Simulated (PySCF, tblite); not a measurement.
**C₅H₇BN₂O₂: infrared bands, NMR shifts and electronic excitations in gas and solvents**

Aim: compute the infrared bands, NMR shifts and electronic excitations of C₅H₇BN₂O₂ (`Nc1ccc(B(O)O)nc1`), and see what a dielectric continuum does where one was used.

The runs use tblite 0.8.0 and PySCF 2.14.0, with density-fitted response routines of our own; the level of theory stands in each step. All values are computed, except where a source is named. Atoms count from 0, in the outputs and in this text.

## Step 1: The starting structure

17 atoms, charge 0, multiplicity 1; geometry from: force field or distance geometry start.

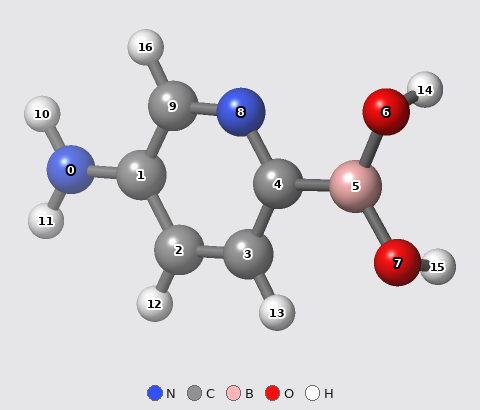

As it starts; nitrogen blue, carbon grey, boron pink, oxygen red, hydrogen white, atoms numbered.

## Step 2: Relaxing the molecule with GFN2-xTB

Job settings and geometry (Å):

```
{"job": {"kind": "relax", "xc": "GFN2-xTB", "basis": "xTB"}, "charge": 0, "multiplicity": 1}
N     -3.224300    -0.062300    -0.303200
C     -1.827600    -0.024200    -0.078700
C     -0.982400    -1.024600    -0.598800
C      0.383500    -0.972400    -0.375600
C      0.917400     0.059600     0.412300
B      2.453000     0.147200     0.691100
O      2.987500     1.243200     1.504000
O      3.376000    -0.862600     0.173700
N      0.097100     1.012200     0.914500
C     -1.254400     0.993400     0.701200
H     -3.859100     0.677300     0.092100
H     -3.667200    -0.824200    -0.871200
H     -1.414000    -1.821900    -1.187700
H      1.023900    -1.752600    -0.786500
H      3.201400     1.963600     0.859600
H      3.650900    -0.516900    -0.700700
H     -1.868700     1.777300     1.123800
```

Run with:

```
> OMP_NUM_THREADS=1 python probes_run.py task.json out
```

This one command runs all jobs of the session in turn.

Standard output:

```text
step      E/eV     max force
  0    -802.51321    2.672
  1    -802.89115    1.507
  2    -803.02668    0.881
  3    -803.06952    0.902
  4    -803.11225    0.446
  5    -803.13417    0.523
  6    -803.15903    0.562
  7    -803.19177    0.632
  8    -803.23808    0.816
  9    -803.28628    0.884
 10    -803.36001    0.667
 11    -803.40389    1.457
 12    -803.43808    1.712
 13    -803.50332    1.042
 14    -803.54698    0.446
 15    -803.58238    0.553
 16    -803.63084    0.547
 17    -803.67064    0.562
 18    -803.70790    0.413
 19    -803.73716    0.573
 20    -803.76486    0.436
 21    -803.79182    0.459
 22    -803.81225    0.508
 23    -803.84491    0.670
 24    -803.88236    0.910
 25    -803.93789    1.297
 26    -804.00997    1.172
 27    -804.10376    0.734
 28    -803.86790    4.081
 29    -804.15414    0.563
 30    -804.17373    0.360
 31    -804.20909    0.588
 32    -804.21909    0.366
 33    -804.23493    0.233
 34    -804.24501    0.292
 35    -804.25123    0.248
 36    -804.25601    0.279
 37    -804.26074    0.230
 38    -804.26548    0.180
 39    -804.27103    0.184
 40    -804.27916    0.199
 41    -804.28619    0.207
 42    -804.29318    0.175
 43    -804.29831    0.159
 44    -804.30188    0.145
 45    -804.30462    0.132
 46    -804.30756    0.173
 47    -804.31125    0.251
 48    -804.31585    0.295
 49    -804.32075    0.275
 50    -804.32495    0.197
 51    -804.32798    0.148
 52    -804.33036    0.134
 53    -804.33236    0.246
 54    -804.33403    0.083
 55    -804.33551    0.104
 56    -804.33721    0.121
 57    -804.33817    0.105
 58    -804.33951    0.049
 59    -804.34016    0.037
 60    -804.34053    0.038
 61    -804.34076    0.040
 62    -804.34095    0.029
 63    -804.34112    0.028
 64    -804.34129    0.027
 65    -804.34142    0.025
 66    -804.34150    0.021
 67    -804.34156    0.018
 68    -804.34163    0.021
 69    -804.34170    0.021
 70    -804.34175    0.019
 71    -804.34180    0.016
 72    -804.34185    0.016
 73    -804.34190    0.016
 74    -804.34196    0.015
 75    -804.34201    0.020
 76    -804.34206    0.021
 77    -804.34212    0.021
 78    -804.34218    0.018
 79    -804.34223    0.015
 80    -804.34226    0.011
 81    -804.34228    0.011
 82    -804.34231    0.015
 83    -804.34234    0.016
 84    -804.34237    0.013
 85    -804.34240    0.012
 86    -804.34242    0.011
 87    -804.34244    0.011
 88    -804.34246    0.009
```

It took 0.63 s on 1 thread of Arm Neoverse V1, shared host; peak memory 0.18 GiB.

Along the way: (not every step is listed)

| step | energy from step 0 (eV) | largest force (eV/Å) |
| --- | --- | --- |
| 0 | 0.0000 | 2.6724 |
| 1 | -0.3779 | 1.5072 |
| 2 | -0.5135 | 0.8815 |
| 3 | -0.5563 | 0.9016 |
| 4 | -0.5990 | 0.4456 |
| 5 | -0.6210 | 0.5227 |
| 6 | -0.6458 | 0.5621 |
| 7 | -0.6786 | 0.6321 |
| 8 | -0.7249 | 0.8163 |
| 15 | -1.0692 | 0.5526 |
| 22 | -1.2990 | 0.5085 |
| 29 | -1.6409 | 0.5629 |
| 36 | -1.7428 | 0.2790 |
| 43 | -1.7851 | 0.1590 |
| 50 | -1.8117 | 0.1968 |
| 57 | -1.8250 | 0.1046 |
| 64 | -1.8281 | 0.0270 |
| 71 | -1.8286 | 0.0157 |
| 78 | -1.8290 | 0.0182 |
| 83 | -1.8291 | 0.0162 |
| 84 | -1.8292 | 0.0135 |
| 85 | -1.8292 | 0.0124 |
| 86 | -1.8292 | 0.0112 |
| 87 | -1.8292 | 0.0109 |
| 88 | -1.8293 | 0.0095 |

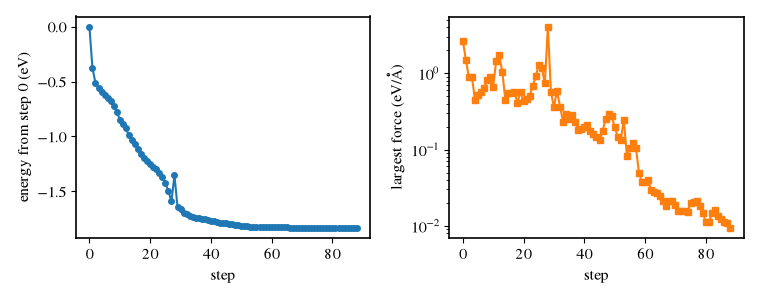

Energy and largest force along the relaxation.

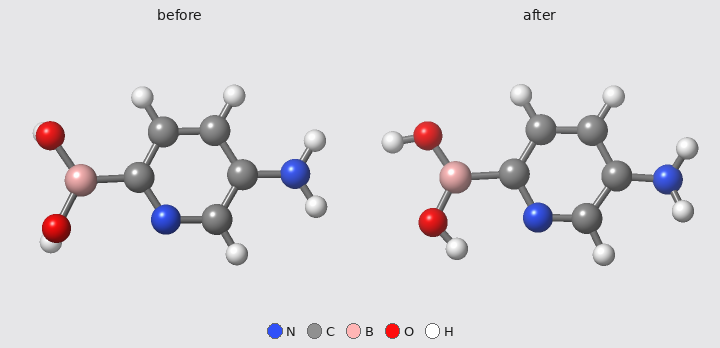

Before and after, at one scale.

Distances of close pairs at the start and the end, largest changes first:

| bond | before (Å) | after (Å) | change (Å) |
| --- | --- | --- | --- |
| B5–O7 | 1.463 | 1.351 | -0.112 |
| B5–O6 | 1.466 | 1.359 | -0.107 |
| N8–C9 | 1.368 | 1.313 | -0.055 |
| N0–H10 | 1.052 | 1.006 | -0.045 |
| N0–H11 | 1.048 | 1.007 | -0.042 |
| N0–C1 | 1.415 | 1.374 | -0.041 |
| O6–H14 | 0.990 | 0.960 | -0.030 |
| O7–H15 | 0.980 | 0.958 | -0.021 |

The end geometry stands in the next job.

## Step 3: Harmonic vibrations with GFN2-xTB

Job settings and geometry (Å):

```
{"job": {"kind": "ir", "xc": "GFN2-xTB", "basis": "xTB"}, "charge": 0, "multiplicity": 1}
N     -3.177908     0.063878    -0.266939
C     -1.816651    -0.006247    -0.094971
C     -1.057794    -1.042049    -0.643665
C      0.314120    -1.015359    -0.501867
C      0.927950     0.035302     0.183760
B      2.488226     0.169593     0.394323
O      2.984690     1.236143     1.074110
O      3.327265    -0.766085    -0.101687
N      0.191024     1.022851     0.713085
C     -1.115395     1.001303     0.579631
H     -3.683150     0.678624     0.349360
H     -3.652953    -0.790546    -0.508064
H     -1.549524    -1.849118    -1.170373
H      0.929648    -1.799841    -0.912620
H      2.287364     1.825849     1.368907
H      4.250075    -0.580181     0.077283
H     -1.653984     1.827911     1.029653
```

Standard output:

```text
mode    cm-1     km/mol
  1      65.8      1.94
  2      83.8      3.08
  3     109.3      4.05
  4     245.3      0.48
  5     281.9      7.92
  6     331.0      6.61
  7     354.8      5.53
  8     402.4      4.96
  9     421.9      7.81
 10     457.5     89.40
 11     477.7     47.26
 12     505.4    290.33
 13     555.2     11.54
 14     610.9     60.21
 15     613.2      7.38
 16     660.3    339.38
 17     670.5      9.16
 18     714.7     21.03
 19     814.5      9.01
 20     867.2      4.39
 21     881.9      0.35
 22     919.5      0.16
 23     954.3    147.02
 24     986.6    121.64
 25    1019.7     11.78
 26    1020.8     54.48
 27    1124.2     56.46
 28    1145.9    100.80
 29    1240.0      6.14
 30    1262.3    333.57
 31    1290.9    105.52
 32    1304.9    276.68
 33    1327.6    355.57
 34    1405.8     26.17
 35    1459.2     11.49
 36    1503.4     83.63
 37    1541.3     14.14
 38    1585.4    180.00
 39    3026.1     61.40
 40    3053.3     49.55
 41    3101.7     26.17
 42    3460.6      4.02
 43    3516.2      1.43
 44    3582.8     26.31
 45    3611.7     20.11
```

Run time: 0.61 s. Hardware: 1 thread of Arm Neoverse V1, shared host; peak memory 0.18 GiB.

Which atoms move in the most intense modes:

| cm⁻¹ | km/mol | atoms |
| --- | --- | --- |
| 505 | 290.3 | H10 29 %, H11 26 %, N0 19 % |
| 660 | 339.4 | H14 64 %, H15 14 % |
| 954 | 147.0 | H15 47 %, O7 27 %, O6 14 % |
| 987 | 121.6 | H14 63 %, H15 17 % |
| 1262 | 333.6 | B5 43 %, O6 11 %, H12 11 %, C4 10 % |
| 1305 | 276.7 | B5 56 %, O7 13 % |
| 1328 | 355.6 | C1 22 %, C4 19 %, B5 16 % |
| 1585 | 180.0 | C2 26 %, C9 21 %, C1 19 %, C3 14 % |

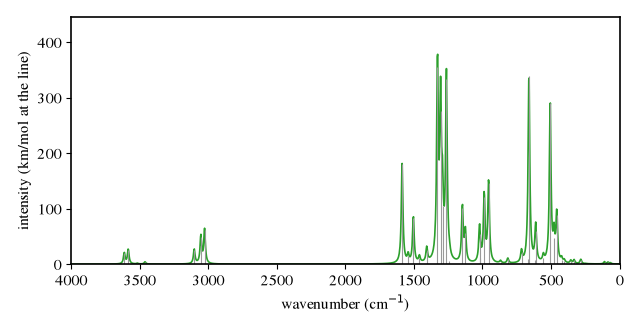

The infrared spectrum from these modes, unscaled. Lines are broadened to a width of 14 cm⁻¹ (Lorentzian).

## Step 4: Relaxing the molecule at PBE0-D3(BJ)/def2-SVP

Job settings and geometry (Å):

```
{"job": {"xc": "PBE0", "basis": "def2-SVP", "d3": "d3bj", "grid": 1, "shake": 0.01, "kind": "geom"}, "charge": 0, "multiplicity": 1}
N     -3.157500     0.038320    -0.262760
C     -1.822330    -0.010770    -0.097130
C     -1.077990    -1.044370    -0.652320
C      0.347350    -1.013100    -0.505390
C      0.925140     0.028620     0.173210
B      2.484320     0.174410     0.391940
O      2.994270     1.234140     1.074350
O      3.342720    -0.760630    -0.106740
N      0.189200     1.028260     0.732440
C     -1.118090     0.998870     0.589650
H     -3.692010     0.675710     0.358190
H     -3.647150    -0.789630    -0.501360
H     -1.577810    -1.838900    -1.179970
H      0.912960    -1.797080    -0.905610
H      2.282920     1.815080     1.369170
H      4.249550    -0.566130     0.084760
H     -1.652050     1.839030     1.027600
```

Standard output:

```text
step   0  E = -478.79219274  max force = 0.065921
step   1  E = -478.79855618  max force = 0.007885
step   2  E = -478.79916951  max force = 0.008216
step   3  E = -478.79937362  max force = 0.003152
step   4  E = -478.79949941  max force = 0.001504
step   5  E = -478.79953574  max force = 0.001391
step   6  E = -478.79958131  max force = 0.001156
step   7  E = -478.79958320  max force = 0.000878
step   8  E = -478.79958414  max force = 0.000710
step   9  E = -478.79958819  max force = 0.000344
optimisation converged
```

It took 2.5 min on 1 thread of Arm Neoverse V1, shared host; peak memory 0.72 GiB.

The steps of the relaxation:

| step | energy from step 0 (eV) | largest force component (eV/Å) |
| --- | --- | --- |
| 0 | 0.0000 | 3.3898 |
| 1 | -0.1732 | 0.4055 |
| 2 | -0.1898 | 0.4225 |
| 3 | -0.1954 | 0.1621 |
| 4 | -0.1988 | 0.0773 |
| 5 | -0.1998 | 0.0715 |
| 6 | -0.2011 | 0.0594 |
| 7 | -0.2011 | 0.0451 |
| 8 | -0.2011 | 0.0365 |
| 9 | -0.2012 | 0.0177 |

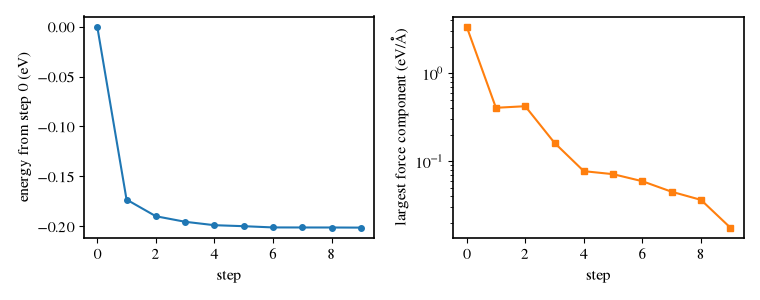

Energy and force, step by step.

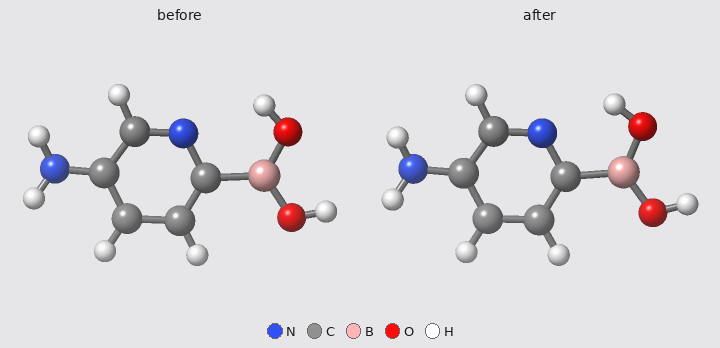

Before and after, at one scale.

Close pairs (by a distance rule), those that changed most:

| bond | before (Å) | after (Å) | change (Å) |
| --- | --- | --- | --- |
| C3–H13 | 1.046 | 1.092 | +0.046 |
| C2–C3 | 1.433 | 1.388 | -0.046 |
| C3–C4 | 1.371 | 1.399 | +0.028 |
| N0–H10 | 1.038 | 1.011 | -0.027 |
| N0–C1 | 1.346 | 1.370 | +0.024 |
| N0–H11 | 0.991 | 1.010 | +0.019 |
| C2–H12 | 1.077 | 1.094 | +0.017 |
| O7–H15 | 0.947 | 0.963 | +0.016 |

The final coordinates are the input of the step that follows.

| at the end point | value |
| --- | --- |
| point group (found at 0.08 Å tolerance) | C1 |
| rotational constants (GHz, main isotopes) | 3.706, 0.774, 0.640 |
| dipole moment (D) | 4.11 |

## Step 5: Nuclear shieldings: PBE0/pcSseg-1

Job settings and geometry (Å):

```
{"job": {"kind": "nmr", "xc": "PBE0", "basis": "pcSseg-1"}, "charge": 0, "multiplicity": 1}
N     -3.166998    -0.003642    -0.260628
C     -1.804393    -0.042657    -0.119153
C     -1.019591    -1.057236    -0.689805
C      0.359446    -1.012162    -0.541489
C      0.954286     0.035216     0.170140
B      2.492462     0.223528     0.429702
O      2.872664     1.315485     1.138786
O      3.396873    -0.677031    -0.038657
N      0.194394     1.005978     0.714350
C     -1.117546     0.973772     0.579651
H     -3.687575     0.606238     0.354673
H     -3.643347    -0.857746    -0.513588
H     -1.497926    -1.868221    -1.246672
H      0.990126    -1.790970    -0.976405
H      2.050283     1.790288     1.356520
H      4.296321    -0.426418     0.197267
H     -1.689859     1.789015     1.041760
```

With the program's defaults for keys left out, this is: GIAO PBE0/pcSseg-1 NMR shielding, non-relativistic, gas phase.

Standard output:

```text
coarse grid: 15152 points
cycle   1  E = -478.8572785298  dE =  1.832e+00  |g| = 8.855e-01  |ddm| = 4.005e+00
cycle   2  E = -478.7424493619  dE =  1.148e-01  |g| = 1.207e+00  |ddm| = 1.574e+00
cycle   3  E = -479.0069616139  dE = -2.645e-01  |g| = 1.026e-01  |ddm| = 9.286e-01
cycle   4  E = -479.0088324374  dE = -1.871e-03  |g| = 5.134e-02  |ddm| = 1.252e-01
cycle   5  E = -479.0093841670  dE = -5.517e-04  |g| = 2.241e-02  |ddm| = 6.975e-02
cycle   6  E = -479.0095187295  dE = -1.346e-04  |g| = 4.289e-03  |ddm| = 2.737e-02
cycle   7  E = -479.0095225980  dE = -3.869e-06  |g| = 1.352e-03  |ddm| = 4.617e-03
final grid: 149256 points
cycle   8  E = -479.0804894637  dE = -4.818e-05  |g| = 9.770e-03  |ddm| = 3.685e-02
cycle   9  E = -479.0804730336  dE =  1.643e-05  |g| = 1.356e-02  |ddm| = 1.914e-02
cycle  10  E = -479.0805091934  dE = -3.616e-05  |g| = 1.780e-03  |ddm| = 1.100e-02
cycle  11  E = -479.0805098901  dE = -6.968e-07  |g| = 4.466e-04  |ddm| = 1.881e-03
cycle  12  E = -479.0805099308  dE = -4.062e-08  |g| = 1.863e-04  |ddm| = 6.085e-04
cycle  13  E = -479.0805099386  dE = -7.832e-09  |g| = 3.748e-05  |ddm| = 2.058e-04
cycle  14  E = -479.0805099389  dE = -2.514e-10  |g| = 1.743e-05  |ddm| = 4.098e-05
converged SCF energy = -479.0805099389

GIAO shielding tensors (ppm)
atom      isotropic    diamagn.    paramagn.     s11        s22        s33       span
  0 N      193.320     315.695    -122.375    162.579    169.063    248.319     85.740
  1 C       37.110     259.666    -222.556    -57.023     11.264    157.090    214.112
  2 C       62.870     254.085    -191.215    -27.158     50.222    165.546    192.705
  3 C       49.539     255.992    -206.453    -68.797     40.499    176.913    245.709
  4 C       35.940     256.684    -220.743    -55.341      1.237    161.926    217.267
  5 B       74.754     198.065    -123.311     55.223     77.982     91.057     35.834
  6 O      212.441     389.401    -176.960     83.588    244.747    308.988    225.400
  7 O      236.105     384.408    -148.303    137.541    273.857    296.918    159.377
  8 N      -98.312     333.832    -432.144   -390.238   -194.475    289.776    680.014
  9 C       46.198     249.203    -203.005    -42.629     50.316    130.908    173.537
 10 H       27.984      30.543      -2.559     21.237     26.601     36.114     14.877
 11 H       28.126      30.502      -2.376     21.284     27.068     36.026     14.742
 12 H       24.476      32.129      -7.653     20.747     24.362     28.319      7.572
 13 H       23.481      31.922      -8.440     19.861     22.070     28.513      8.652
 14 H       24.011      33.209      -9.199     14.057     23.614     34.360     20.303
 15 H       27.416      27.410       0.006     20.821     23.912     37.515     16.695
 16 H       23.244      31.359      -8.114     18.890     22.982     27.861      8.970
```

Wall time 34 s (1 thread of Arm Neoverse V1, shared host); peak memory 0.94 GiB.

The references, computed at this level on geometries of the same kind, shield at (ppm): ¹H TMS 31.27, ¹³C TMS 184.4, ¹⁵N NH3 265.7, ¹⁷O H2O 334.6, ¹¹B BF3·OEt2 100.7. Their shielding less the atom's gives the shift. The references are single molecules in the gas phase, so shifts against H2O, NH3, PH3, H3PO4 or CFCl3 are not on the usual liquid scales and can be off by tens of ppm. Atoms listed in one row are averaged.

| atoms | environment | σ (ppm) | δ (ppm) | δ scaled to CDCl3 |
| --- | --- | --- | --- | --- |
| C4 | substituted aromatic carbon next to a ring nitrogen | 35.9 | 148.5 | 143.7 |
| C1 | aromatic carbon bearing nitrogen | 37.1 | 147.3 | 142.5 |
| C9 | aromatic CH next to a ring nitrogen | 46.2 | 138.2 | 133.7 |
| C3 | aromatic CH | 49.5 | 134.9 | 130.5 |
| C2 | aromatic CH | 62.9 | 121.5 | 117.5 |
| H16 | hydrogen on an aromatic CH next to a ring nitrogen | 23.24 | 8.02 | 7.82 |
| H13 | hydrogen on an aromatic CH | 23.48 | 7.79 | 7.59 |
| H12 | hydrogen on an aromatic CH | 24.48 | 6.79 | 6.65 |
| H14, H15 | hydrogen on an oxygen bonded to B | 25.71 | 5.55 | – |
| H10, H11 | hydrogen on an aniline-type nitrogen | 28.05 | 3.21 | – |
| N8 | pyridine-type ring nitrogen | -98.3 | 364.0 | – |
| N0 | aniline-type nitrogen | 193.3 | 72.4 | – |
| B5 | boron bonded to C, 2 O | 74.8 | 26.0 | – |
| O6, O7 | oxygen bonded to B, H | 224.3 | 110.3 | – |

The scaled column applies a straight-line fit of computed shieldings to shifts measured in CDCl3 (root-mean-square error 0.21 ppm for H, 2.0 ppm for C).

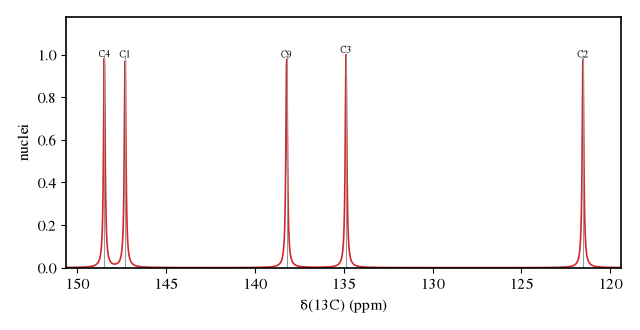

¹³C lines at the computed shifts, without couplings. Lines are broadened to a width of 0.11 ppm (Lorentzian).

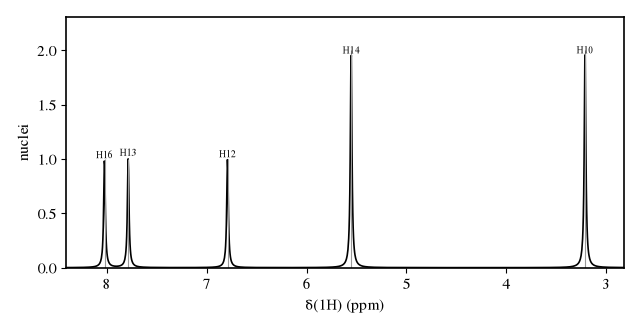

¹H lines at the computed shifts, without couplings. Lines are broadened to a width of 0.02 ppm (Lorentzian).

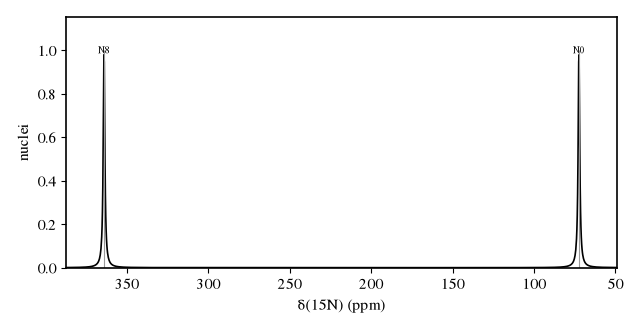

¹⁵N lines at the computed shifts, without couplings. Lines are broadened to a width of 1 ppm (Lorentzian).

The run also stored atomic charges by several schemes (e):

| atoms | Mulliken | IAO | Hirshfeld | ESP fit |
| --- | --- | --- | --- | --- |
| N0 | -0.41 | -0.50 | -0.18 | -0.76 |
| C1 | -0.03 | 0.11 | 0.05 | 0.11 |
| C2 | -0.01 | -0.18 | -0.06 | -0.03 |
| C3 | -0.12 | -0.14 | -0.04 | -0.51 |
| C4 | -0.02 | -0.07 | -0.04 | 0.49 |
| B5 | 0.56 | 0.49 | 0.22 | 0.48 |
| O6, O7 | -0.41 | -0.56 | -0.27 | -0.68 |
| N8 | -0.50 | -0.26 | -0.14 | -0.65 |
| C9 | 0.18 | -0.06 | -0.01 | 0.19 |

ESP fit charges:

N0 -0.76; C1 0.11; C2 -0.03; C3 -0.51; C4 0.49; B5 0.48; O6 -0.64; O7 -0.73; N8 -0.65; C9 0.19; H10 0.35; H11 0.36; H12 0.14; H13 0.23; H14 0.39; H15 0.49; H16 0.10

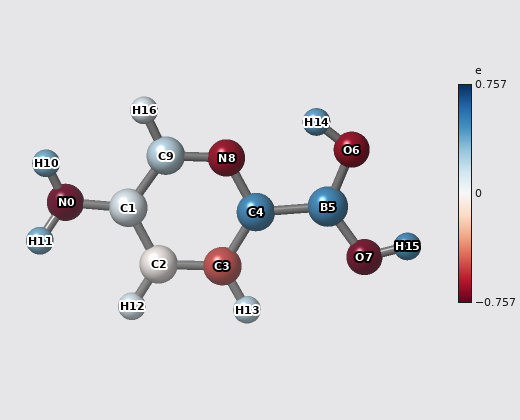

ESP fit charges, as colours on the atoms.

Mayer bond orders: N0–C1 1.16, C1–C2 1.32, C2–C3 1.47, C3–C4 1.37, C4–B5 0.89, B5–O6 1.28, B5–O7 1.23, C4–N8 1.31, N8–C9 1.56, C9–C1 1.26.

Ring of atoms C1, C2, C3, C4, N8, C9: NICS(0) -6.6, NICS(1) -10.0, NICS(1)zz -24.3 ppm (means of both faces).

[end of part 1 of 2]
